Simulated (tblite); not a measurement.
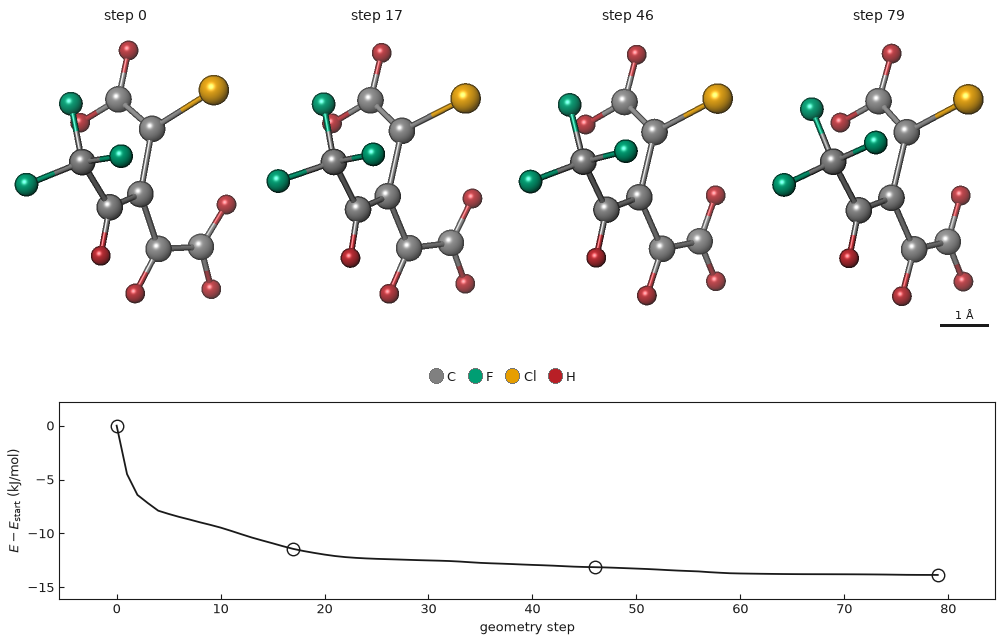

Frames of a relaxation of C7H6ClF3, marked on the history of the run. The picture is a ball-and-stick view, seen from a free direction.

These are results of GFN2-xTB geometry optimisation, gas phase in tblite, not measurements. 

**Describe the path.**

The atom that moves furthest after the best rigid fit is an H atom (0.47 Å). By element the largest moves are H 0.47 Å, F 0.36 Å, Cl 0.26 Å, C 0.19 Å. Some distances before and after: C–C 1.487 → 1.457 Å, C–C 1.345 → 1.321 Å, C–C 1.458 → 1.480 Å, C–H 1.093 → 1.074 Å. Among the angles between lasting bonds that change: C–C–C 122.4° → 117.9°, C–C–Cl 116.8° → 113.1°, C–C–C 116.5° → 120.0°. Over 79 geometry steps the energy falls by 13.9 kJ/mol. From step 0 to 17: the Cl atom moves most (0.18 Å), energy −11.4 kJ/mol. From step 17 to 46: an H atom moves most (0.20 Å), energy −1.70 kJ/mol. From step 46 to 79: an F atom moves most (0.23 Å), energy −0.72 kJ/mol.

```csv
step,"E − E(0), kJ/mol"
0,0.00
1,-4.50
2,-6.43
3,-7.19
4,-7.89
5,-8.19
6,-8.46
7,-8.71
8,-8.97
9,-9.20
10,-9.46
14,-10.65
17,-11.44
21,-12.10
25,-12.36
28,-12.45
32,-12.56
35,-12.73
39,-12.88
43,-13.04
46,-13.13
50,-13.26
54,-13.45
57,-13.60
61,-13.73
64,-13.77
68,-13.79
72,-13.80
75,-13.83
79,-13.85
```
